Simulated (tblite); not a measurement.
Geometry relaxation of CH7NO2Si2 (part 4 of 4)

The same run, continued: CH7NO2Si2; GFN2-xTB geometry optimisation, gas phase (tblite 0.8.0). It belongs to a series of runs on one base structure; here: constitutional isomer.

Geometry of the input (Å):
```
N  -1.5701  -1.1563  -0.4688
Si -0.6947  -0.1176  0.6901
C  -0.5617  1.6170  0.1217
O  -0.0218  2.4819  0.8126
O  0.8968  -0.7071  0.9925
Si 1.9093  -0.3999  -0.3370
H  -2.3785  -0.5435  -0.8069
H  -1.9495  -2.0025  -0.0188
H  -1.3929  -0.0982  1.9817
H  -0.9830  1.9226  -0.8395
H  3.2631  -0.0441  0.1468
H  2.0828  -1.6411  -1.0973
H  1.3958  0.6893  -1.1948
```

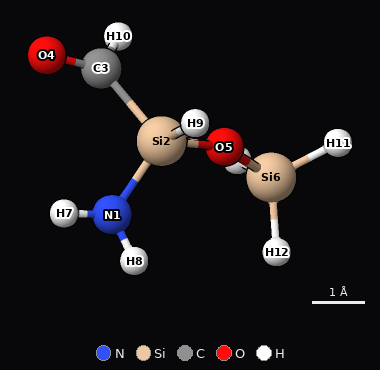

**Figure 1.** The geometry at step 181 of the log (ball-and-stick view, seen at a tilt; atoms are numbered from 1 in the order of the input).

## Trajectory as extended XYZ, continued
```
13
Properties=species:S:1:pos:R:3:forces:R:3 step=161 energy=-552.56747
N    -1.7287   -0.8546   -0.2655   -0.0040  -0.0060   0.0000
Si   -0.6713    0.0542    0.7386   -0.0040  -0.0070  -0.0050
C    -0.9539    1.8796    0.2285    0.0260  -0.0130   0.0000
O    -1.9564    2.5081    0.4562   -0.0340   0.0170   0.0100
O     0.8547   -0.3390    0.3784    0.0000   0.0010  -0.0010
Si    2.1489   -0.6878   -0.5341    0.0060  -0.0010  -0.0050
H    -2.7106   -0.6299   -0.2769    0.0100   0.0110  -0.0130
H    -1.5946   -1.8507   -0.3453   -0.0100  -0.0070   0.0110
H    -0.7420   -0.1154    2.1884    0.0010  -0.0030   0.0040
H    -0.1198    2.3807   -0.3143   -0.0030   0.0030   0.0000
H     3.2745   -0.5210    0.3803    0.0070   0.0040  -0.0030
H     2.0045   -2.0691   -0.9937   -0.0110   0.0080   0.0070
H     2.1903    0.2454   -1.6584    0.0150  -0.0070  -0.0060
13
Properties=species:S:1:pos:R:3:forces:R:3 step=164 energy=-552.56801
N    -1.7207   -0.8529   -0.2656   -0.0030  -0.0020  -0.0010
Si   -0.6681    0.0590    0.7402    0.0010  -0.0060  -0.0050
C    -0.9595    1.8841    0.2340   -0.0070   0.0100  -0.0040
O    -1.9786    2.4962    0.4344    0.0120  -0.0050   0.0030
O     0.8607   -0.3247    0.3803    0.0070   0.0050  -0.0090
Si    2.1463   -0.6934   -0.5373    0.0070  -0.0010  -0.0010
H    -2.7028   -0.6291   -0.2802    0.0120   0.0070  -0.0130
H    -1.5841   -1.8486   -0.3455   -0.0140  -0.0060   0.0110
H    -0.7406   -0.1146    2.1898    0.0050  -0.0010   0.0010
H    -0.1166    2.4007   -0.2810   -0.0180  -0.0010   0.0110
H     3.2794   -0.5292    0.3686    0.0000  -0.0020   0.0000
H     1.9822   -2.0765   -0.9855   -0.0050   0.0100   0.0080
H     2.1979    0.2295   -1.6700    0.0020  -0.0080  -0.0010
13
Properties=species:S:1:pos:R:3:forces:R:3 step=167 energy=-552.56858
N    -1.7118   -0.8565   -0.2666    0.0050  -0.0010  -0.0040
Si   -0.6651    0.0640    0.7370    0.0040   0.0050  -0.0030
C    -0.9675    1.8904    0.2406    0.0140  -0.0130   0.0030
O    -2.0005    2.4861    0.4147   -0.0330   0.0050   0.0110
O     0.8680   -0.3028    0.3768    0.0010   0.0150  -0.0060
Si    2.1451   -0.6991   -0.5415    0.0020   0.0000  -0.0020
H    -2.6932   -0.6311   -0.2906    0.0100   0.0020  -0.0120
H    -1.5746   -1.8529   -0.3380   -0.0200   0.0040   0.0110
H    -0.7388   -0.1108    2.1870    0.0120  -0.0040  -0.0030
H    -0.1154    2.4267   -0.2353    0.0070   0.0020  -0.0060
H     3.2851   -0.5386    0.3561   -0.0020  -0.0090   0.0090
H     1.9511   -2.0833   -0.9724    0.0110  -0.0010   0.0030
H     2.2131    0.2084   -1.6857   -0.0130  -0.0040   0.0010
13
Properties=species:S:1:pos:R:3:forces:R:3 step=171 energy=-552.56951
N    -1.6972   -0.8564   -0.2689   -0.0080   0.0070  -0.0050
Si   -0.6542    0.0809    0.7227    0.0030  -0.0040   0.0030
C    -0.9982    1.9067    0.2521   -0.0160  -0.0100   0.0390
O    -2.0611    2.4586    0.3908   -0.0010  -0.0160  -0.0080
O     0.8825   -0.2533    0.3460    0.0080   0.0200  -0.0070
Si    2.1541   -0.7177   -0.5488   -0.0240   0.0120   0.0130
H    -2.6794   -0.6344   -0.3011    0.0180   0.0240  -0.0020
H    -1.5612   -1.8535   -0.3269    0.0030  -0.0090   0.0120
H    -0.7077   -0.0959    2.1750    0.0080  -0.0090  -0.0180
H    -0.1422    2.4901   -0.1532    0.0150   0.0130  -0.0260
H     3.2956   -0.5773    0.3519   -0.0220   0.0000  -0.0030
H     1.9137   -2.1050   -0.9414    0.0200  -0.0220  -0.0100
H     2.2509    0.1579   -1.7159   -0.0040  -0.0060   0.0110
13
Properties=species:S:1:pos:R:3:forces:R:3 step=174 energy=-552.57045
N    -1.6827   -0.8429   -0.2706   -0.0270   0.0050  -0.0020
Si   -0.6381    0.0931    0.7202   -0.0050  -0.0150   0.0020
C    -1.0244    1.9128    0.2616   -0.0370   0.0310   0.0130
O    -2.1128    2.4209    0.3754    0.0720  -0.0250  -0.0110
O     0.8991   -0.2205    0.3304    0.0080   0.0070  -0.0110
Si    2.1600   -0.7341   -0.5517   -0.0150  -0.0010   0.0000
H    -2.6624   -0.6112   -0.3120    0.0210   0.0390   0.0050
H    -1.5605   -1.8416   -0.3231    0.0250  -0.0280   0.0140
H    -0.6698   -0.0941    2.1716   -0.0120  -0.0060  -0.0110
H    -0.1801    2.5325   -0.1186   -0.0330  -0.0100   0.0040
H     3.3008   -0.6101    0.3526   -0.0180   0.0190  -0.0140
H     1.9043   -2.1265   -0.9208    0.0030   0.0000  -0.0060
H     2.2623    0.1222   -1.7327    0.0180  -0.0160   0.0180
13
Properties=species:S:1:pos:R:3:forces:R:3 step=177 energy=-552.57128
N    -1.6755   -0.8425   -0.2720    0.0110  -0.0100   0.0040
Si   -0.6351    0.0912    0.7249    0.0010   0.0080  -0.0080
C    -1.0251    1.9108    0.2671    0.0360  -0.0170  -0.0190
O    -2.1154    2.4142    0.3690   -0.0370   0.0110   0.0160
O     0.9051   -0.2103    0.3364   -0.0040  -0.0020  -0.0090
Si    2.1563   -0.7344   -0.5530   -0.0060  -0.0080  -0.0100
H    -2.6493   -0.5915   -0.3296    0.0000   0.0030  -0.0030
H    -1.5654   -1.8442   -0.3078   -0.0100   0.0130   0.0050
H    -0.6758   -0.1068    2.1738   -0.0020  -0.0010   0.0000
H    -0.1831    2.5328   -0.1126    0.0010  -0.0080   0.0080
H     3.3005   -0.6063    0.3437    0.0060   0.0100   0.0070
H     1.8951   -2.1267   -0.9193   -0.0010   0.0020   0.0030
H     2.2633    0.1140   -1.7384    0.0030  -0.0020   0.0050
13
Properties=species:S:1:pos:R:3:forces:R:3 step=181 energy=-552.57162
N    -1.6695   -0.8400   -0.2732    0.0000   0.0060   0.0010
Si   -0.6261    0.1029    0.7107    0.0110  -0.0010   0.0030
C    -1.0499    1.9190    0.2748    0.0060  -0.0110   0.0050
O    -2.1534    2.3940    0.3750   -0.0210   0.0050   0.0050
O     0.9108   -0.1734    0.2938    0.0040  -0.0010  -0.0010
Si    2.1663   -0.7483   -0.5571   -0.0030   0.0010  -0.0020
H    -2.6421   -0.5855   -0.3313   -0.0130   0.0060  -0.0030
H    -1.5649   -1.8420   -0.2936   -0.0040  -0.0160  -0.0020
H    -0.6459   -0.1025    2.1596   -0.0020  -0.0010  -0.0020
H    -0.2193    2.5680   -0.0795    0.0180   0.0080  -0.0080
H     3.2995   -0.6271    0.3555   -0.0010   0.0060   0.0030
H     1.8801   -2.1418   -0.8984    0.0030   0.0000   0.0010
H     2.3100    0.0772   -1.7541    0.0030  -0.0030  -0.0020
13
Properties=species:S:1:pos:R:3:forces:R:3 step=184 energy=-552.57175
N    -1.6764   -0.8383   -0.2694   -0.0050  -0.0080  -0.0040
Si   -0.6240    0.1055    0.7045   -0.0070  -0.0130  -0.0040
C    -1.0576    1.9202    0.2754    0.0180  -0.0200   0.0030
O    -2.1616    2.3904    0.3894   -0.0320   0.0190   0.0050
O     0.9088   -0.1619    0.2690   -0.0030  -0.0010   0.0020
Si    2.1730   -0.7509   -0.5572    0.0220   0.0060  -0.0040
H    -2.6504   -0.5855   -0.3152    0.0020   0.0010  -0.0030
H    -1.5697   -1.8403   -0.2980   -0.0040   0.0090   0.0040
H    -0.6327   -0.1044    2.1525    0.0020  -0.0010   0.0070
H    -0.2335    2.5714   -0.0898    0.0120   0.0130  -0.0070
H     3.2935   -0.6289    0.3717   -0.0030   0.0010  -0.0020
H     1.8856   -2.1449   -0.8946    0.0010  -0.0020   0.0020
H     2.3408    0.0680   -1.7559   -0.0030  -0.0050   0.0000
13
Properties=species:S:1:pos:R:3:forces:R:3 step=187 energy=-552.57189
N    -1.6835   -0.8397   -0.2682    0.0040   0.0020   0.0010
Si   -0.6243    0.1039    0.6989   -0.0090   0.0030   0.0040
C    -1.0606    1.9201    0.2751    0.0130  -0.0100  -0.0040
O    -2.1621    2.3927    0.4047   -0.0160   0.0060   0.0050
O     0.9065   -0.1605    0.2545   -0.0130  -0.0010   0.0020
Si    2.1805   -0.7498   -0.5566    0.0030  -0.0040   0.0050
H    -2.6571   -0.5843   -0.3100    0.0070  -0.0030  -0.0020
H    -1.5789   -1.8420   -0.2939   -0.0070   0.0060   0.0010
H    -0.6276   -0.1054    2.1477    0.0040  -0.0020  -0.0060
H    -0.2408    2.5707   -0.1025    0.0050  -0.0010   0.0000
H     3.2900   -0.6261    0.3846    0.0040   0.0020  -0.0040
H     1.8969   -2.1439   -0.8961    0.0010  -0.0090   0.0060
H     2.3566    0.0646   -1.7559    0.0040   0.0100  -0.0090
13
Properties=species:S:1:pos:R:3:forces:R:3 step=190 energy=-552.57200
N    -1.6864   -0.8414   -0.2696   -0.0040   0.0030   0.0000
Si   -0.6279    0.0990    0.7010    0.0010   0.0050   0.0040
C    -1.0539    1.9165    0.2731   -0.0020  -0.0020  -0.0050
O    -2.1496    2.3998    0.4141    0.0000   0.0020   0.0020
O     0.9022   -0.1742    0.2612    0.0010   0.0040   0.0020
Si    2.1814   -0.7445   -0.5553   -0.0070  -0.0050  -0.0070
H    -2.6580   -0.5804   -0.3180   -0.0080   0.0040  -0.0030
H    -1.5901   -1.8445   -0.2857    0.0000  -0.0080  -0.0030
H    -0.6341   -0.1097    2.1494    0.0000  -0.0020   0.0010
H    -0.2332    2.5571   -0.1196    0.0010  -0.0020   0.0020
H     3.2895   -0.6146    0.3867    0.0060   0.0020  -0.0080
H     1.9081   -2.1390   -0.9023    0.0060  -0.0070   0.0080
H     2.3477    0.0764   -1.7527    0.0050   0.0050   0.0050
13
Properties=species:S:1:pos:R:3:forces:R:3 step=194 energy=-552.57212
N    -1.6914   -0.8425   -0.2686   -0.0020  -0.0080  -0.0010
Si   -0.6320    0.0922    0.7074   -0.0030  -0.0110  -0.0060
C    -1.0442    1.9102    0.2690   -0.0050   0.0050   0.0020
O    -2.1319    2.4089    0.4182    0.0080  -0.0030   0.0000
O     0.8997   -0.1912    0.2783    0.0010   0.0000  -0.0040
Si    2.1793   -0.7377   -0.5544    0.0040   0.0040   0.0120
H    -2.6605   -0.5735   -0.3251   -0.0020   0.0010  -0.0010
H    -1.6030   -1.8467   -0.2852    0.0010   0.0130   0.0020
H    -0.6471   -0.1168    2.1553    0.0010   0.0020   0.0020
H    -0.2199    2.5360   -0.1402   -0.0020   0.0030   0.0010
H     3.2934   -0.6009    0.3803   -0.0020   0.0030  -0.0100
H     1.9216   -2.1333   -0.9074    0.0010  -0.0070   0.0000
H     2.3315    0.0957   -1.7453   -0.0020  -0.0010   0.0040
13
Properties=species:S:1:pos:R:3:forces:R:3 step=197 energy=-552.57217
N    -1.6946   -0.8423   -0.2689    0.0000  -0.0010   0.0000
Si   -0.6323    0.0909    0.7053   -0.0010   0.0010   0.0000
C    -1.0454    1.9093    0.2681   -0.0010   0.0040   0.0070
O    -2.1316    2.4087    0.4257    0.0040  -0.0030  -0.0020
O     0.8987   -0.1938    0.2746   -0.0020  -0.0010  -0.0010
Si    2.1821   -0.7381   -0.5534   -0.0010   0.0000   0.0000
H    -2.6630   -0.5710   -0.3264    0.0010   0.0010   0.0010
H    -1.6086   -1.8465   -0.2822   -0.0010  -0.0010  -0.0020
H    -0.6450   -0.1160    2.1538    0.0000   0.0000  -0.0040
H    -0.2238    2.5354   -0.1462    0.0000  -0.0010   0.0000
H     3.2952   -0.5983    0.3813    0.0030   0.0030   0.0010
H     1.9286   -2.1346   -0.9065    0.0010  -0.0010   0.0020
H     2.3352    0.0969   -1.7428   -0.0020  -0.0010  -0.0020
```

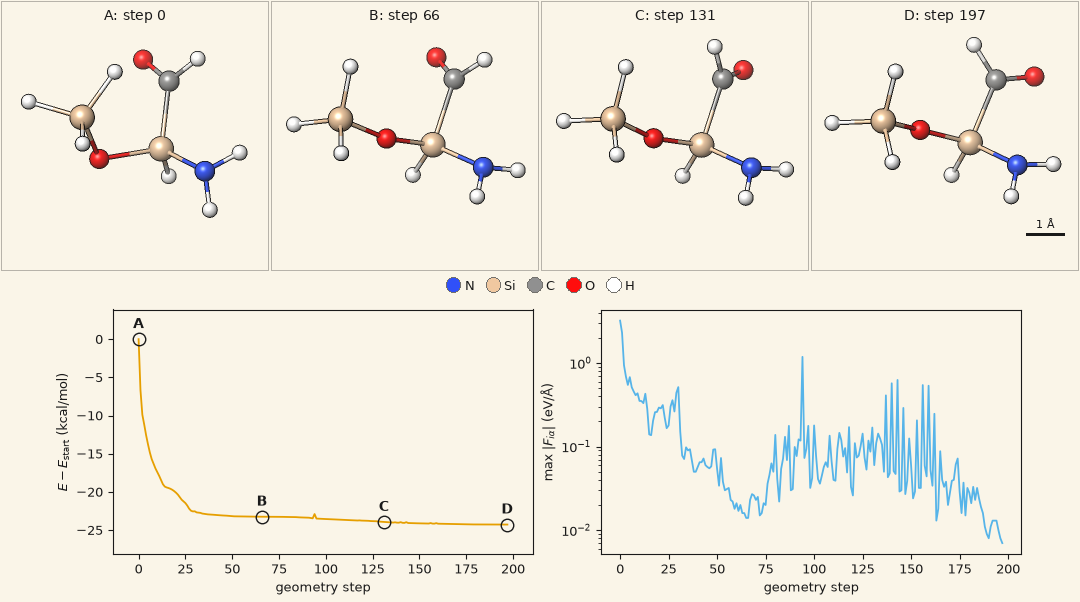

**Figure 2.** Frames of the relaxation (ball-and-stick view, seen at a tilt) above the curves, on which the letters mark them (steps are counted from 0).

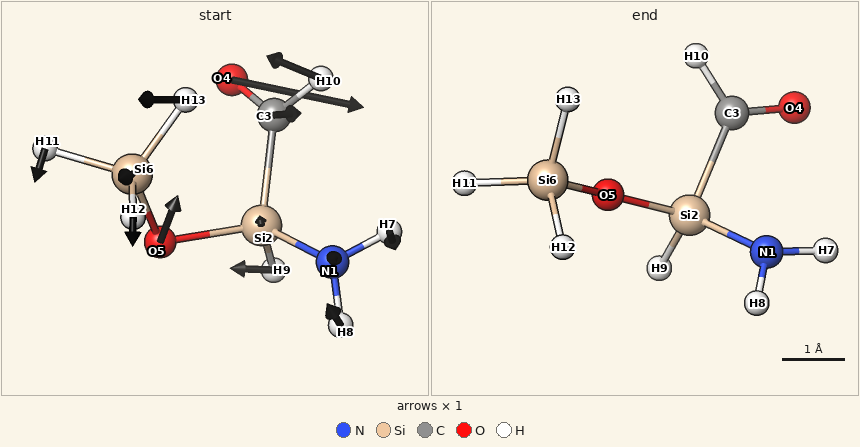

**Figure 3.** Before (left) and after (right) the relaxation, at one scale (ball-and-stick view, seen at a tilt). The black arrows give the displacements, at true length. The atom that moves furthest after the best rigid fit is O4 (2.20 Å). Largest moves by element: O 2.20 Å, H 1.21 Å, C 0.61 Å, Si 0.45 Å, N 0.34 Å. Among the contacts that change: Si2–O5 1.724 → 1.616 Å, Si2–C3 1.830 → 1.915 Å, O5–Si6 1.699 → 1.621 Å, N1–Si2 1.786 → 1.717 Å. Among the angles that change: Si2–O5–Si6 110.6° → 161.0°, Si2–N1–H7 104.0° → 118.7°, N1–Si2–H9 110.2° → 118.6°. Over 197 geometry steps the energy falls by 24.3 kcal/mol. Largest force component: 3.2 eV/Å at the start, 0.007 eV/Å at the end. (Atoms are counted from 1 in the order of the input.)
